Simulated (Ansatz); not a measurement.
Abstraction of F: CH7FSi2 + InHF → SiH2(CH3)(SiH2) + InHF2

Gas-phase species: CH7FSi2 `C[SiH2][SiH2]F`, singlet; InHF `[F][InH]`, doublet; SiH2(CH3)(SiH2), doublet; InHF2 `[F][InH][F]`, singlet. A radical takes F: the energy is the difference in strength between the Si–F bond broken and the In–F bond made.

Shapes, held fixed at every level: PBE0-D4/def2-TZVP. Flexible molecules stand in one conformer, not always the lowest. Programs: Ansatz 0.2.0. The zero-point and thermal change to 298 K, harmonic and unscaled (PBE0-D4/def2-TZVP), is -2.2 kJ/mol.

```csv
level,kind,ΔH(298 K) (kJ/mol),less CCSD(T)/def2-TZVPP
MP2/def2-TZVPP,perturbation theory,+139.8,+1.5
PBE-D4/def2-TZVPP,GGA,+134.1,-4.2
BHLYP-D4/def2-TZVPP,global hybrid,+153.3,+15.0
B2PLYP/def2-TZVPP,double hybrid,+146.6,+8.3
CCSD(T)/def2-SVP,coupled cluster or CI,+118.9,-19.4
CCSD/def2-SVP,coupled cluster or CI,+119.4,-18.9
CCSD/def2-TZVPP,coupled cluster or CI,+141.4,+3.1
CCSD(T)/def2-TZVPP,coupled cluster or CI,+138.3,0.0
```

The highest level, CCSD(T)/def2-TZVPP, gives ΔH(298 K) = +138.3 kJ/mol; the levels span +118.9 to +153.3. The column of differences is taken from that level and isn't an error. No measured value is set beside it here. Open shells run unrestricted. For atoms past krypton def2 sets carry core potentials with scalar relativity. Outer-core shells of In are correlated, in sets that cover them unevenly.

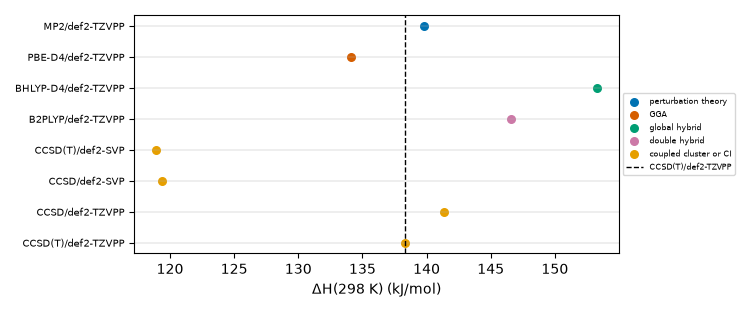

The values of the table, level by level.
